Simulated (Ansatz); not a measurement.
# LiSi16: the cost of one run

All numbers below are computed with Ansatz 0.2.0 (DFT PBE, plane waves, PAW, scalar-relativistic, no spin polarisation).

### Step 1. The structure to begin with

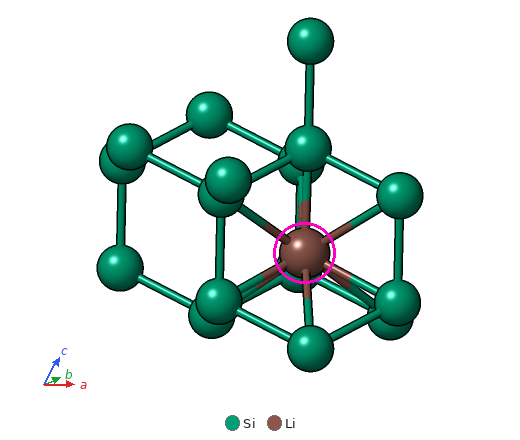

The starting structure, seen from a free direction (silicon teal, lithium brown). Each atom of the cell is drawn once, at one copy chosen for all pictures, so bonds across the cell's faces may be missing. Ringed: Li17.

Structure file:

```xyz
17
Lattice="0.0000 5.4300 5.4300 5.4300 0.0000 5.4300 5.4300 5.4300 0.0000" Properties=species:S:1:pos:R:3 pbc="T T T"
Si    0.0000    0.0000    0.0000
Si    1.3575    1.3575    1.3575
Si    2.7150    2.7150    0.0000
Si    4.0725    4.0725    1.3575
Si    2.7150    0.0000    2.7150
Si    4.0725    1.3575    4.0725
Si    5.4300    2.7150    2.7150
Si    6.7875    4.0725    4.0725
Si    0.0000    2.7150    2.7150
Si    1.3575    4.0725    4.0725
Si    2.7150    5.4300    2.7150
Si    4.0725    6.7875    4.0725
Si    2.7150    2.7150    5.4300
Si    4.0725    4.0725    6.7875
Si    5.4300    5.4300    5.4300
Si    6.7875    6.7875    6.7875
Li    5.4615    2.7287    5.3807
```

### Step 2. Relaxing end A

input.yaml reads:

```yaml
crystal:
  lattice:
    - [0.0, 5.43, 5.43]
    - [5.43, 0.0, 5.43]
    - [5.43, 5.43, 0.0]
  atoms:
    - { symbol: Si, position: [0.0, 0.0, 0.0] }
    - { symbol: Si, position: [0.125, 0.125, 0.125] }
    - { symbol: Si, position: [0.0, 0.0, 0.5] }
    - { symbol: Si, position: [0.125, 0.125, 0.625] }
    - { symbol: Si, position: [0.0, 0.5, 0.0] }
    - { symbol: Si, position: [0.125, 0.625, 0.125] }
    - { symbol: Si, position: [0.0, 0.5, 0.5] }
    - { symbol: Si, position: [0.125, 0.625, 0.625] }
    - { symbol: Si, position: [0.5, 0.0, 0.0] }
    - { symbol: Si, position: [0.625, 0.125, 0.125] }
    - { symbol: Si, position: [0.5, 0.0, 0.5] }
    - { symbol: Si, position: [0.625, 0.125, 0.625] }
    - { symbol: Si, position: [0.5, 0.5, 0.0] }
    - { symbol: Si, position: [0.625, 0.625, 0.125] }
    - { symbol: Si, position: [0.5, 0.5, 0.5] }
    - { symbol: Si, position: [0.625, 0.625, 0.625] }
    - { symbol: Li, position: [0.2438164, 0.747105, 0.2587037] }
total_charge: 1
basis:
  ecutwfc: 420.0
kpoints:
  mp_grid: { grid: [2, 2, 2] }
hamiltonian:
  xc: pbe
  pseudopotentials: { kind: paw, azcp: { folder: soft_1 } }
scf:
  occupations: { method: fermi_dirac, width: 0.05 }
  lower_state_search: "off"
relax:
  f_tol: 0.03
  max_steps: 60
  adjacent_minimum: "off"
```

Run with:

```sh
$ ansatz run input.yaml --threads 1 --pin off --max-ram 3072MiB --backend cpu --events-out ev --progress --plain --runs-dir out
```

Q: Estimate wall time and peak memory on 1 thread of Intel Xeon 6975P-C (Granite Rapids), shared host.

About 14 s, with a peak of 0.58 GiB.
